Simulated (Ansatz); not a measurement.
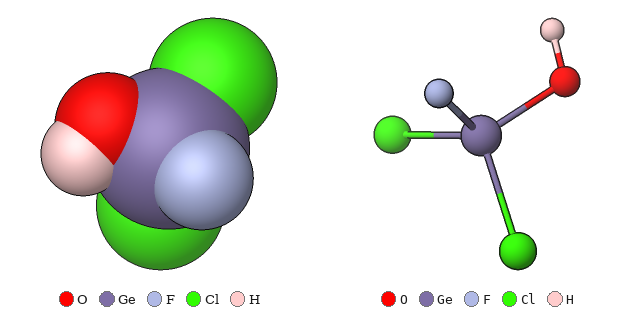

Two views of one molecule.

Count the atoms of each element.

Cl₂FGeHO, 6 atoms: 2 chlorine, 1 fluorine, 1 germanium, 1 hydrogen and 1 oxygen.

How many atoms are distinct by symmetry?

6: 1 O, 1 Ge, 1 F, 1 Cl, 1 Cl, 1 H.

Give the symmetry (Schoenflies symbol).

C1.

More results for the same structure follow; atom numbers are the same in all pictures, views and colours differ. Computed geometry: PBE0-D4/def2-TZVP optimisation.

**Charges**

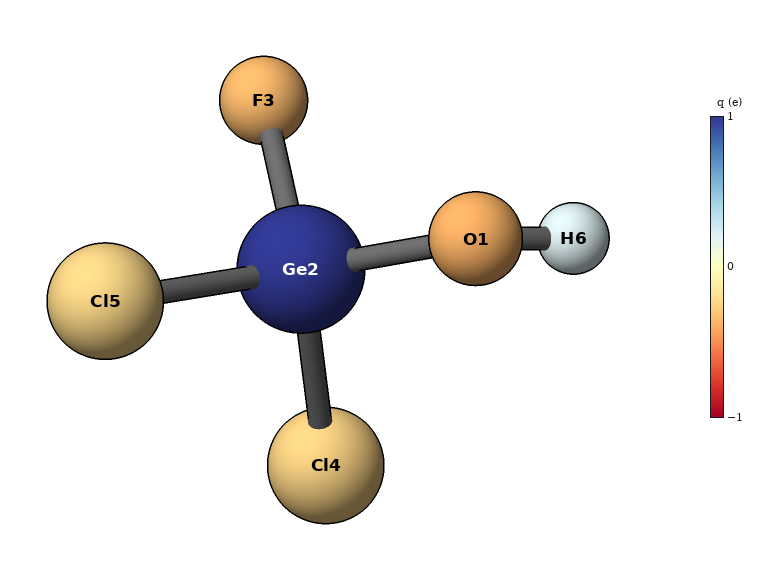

Atoms are coloured by their Mulliken charges. Method: RKS B3LYP-D4/def2-TZVPP (Ansatz 0.2.0).

Which atom carries the highest charge (most positive or least negative)?

Ge2 (0.98 e).

And the lowest?

O1 (−0.37 e).

List the Mulliken charges.

| atom | value (e) |
| --- | --- |
| O1 | −0.37 |
| Ge2 | 0.98 |
| F3 | −0.34 |
| Cl4 | −0.24 |
| Cl5 | −0.22 |
| H6 | 0.19 |

**Levels of theory compared**

Program: Ansatz 0.2.0.

Tabulate dipole (D), HOMO energy (eV) at these levels: B3LYP-D4/def2-TZVPP; PBE-D4/def2-TZVPP; r2SCAN-D4/def2-TZVPP; ωB97M-V/def2-TZVPP.

```json
{"level": "B3LYP-D4/def2-TZVPP", "dipole (D)": "1.56", "HOMO energy (eV)": "−9.49"}
{"level": "PBE-D4/def2-TZVPP", "dipole (D)": "1.52", "HOMO energy (eV)": "−8.24"}
{"level": "r2SCAN-D4/def2-TZVPP", "dipole (D)": "1.57", "HOMO energy (eV)": "−8.67"}
{"level": "ωB97M-V/def2-TZVPP", "dipole (D)": "1.56", "HOMO energy (eV)": "−12.07"}
```

**Vibrations**

Harmonic vibrations computed with RKS PBE0-D4/def2-TZVP (Ansatz 0.2.0) at a stationary point of the same level.

List the wavenumbers.

12 modes: 94, 145, 188, 198, 234, 251, 436, 478, 730, 770, 934, 3874 cm⁻¹.

Mulliken values depend strongly on the basis set and can even reverse the polarity of a bond.
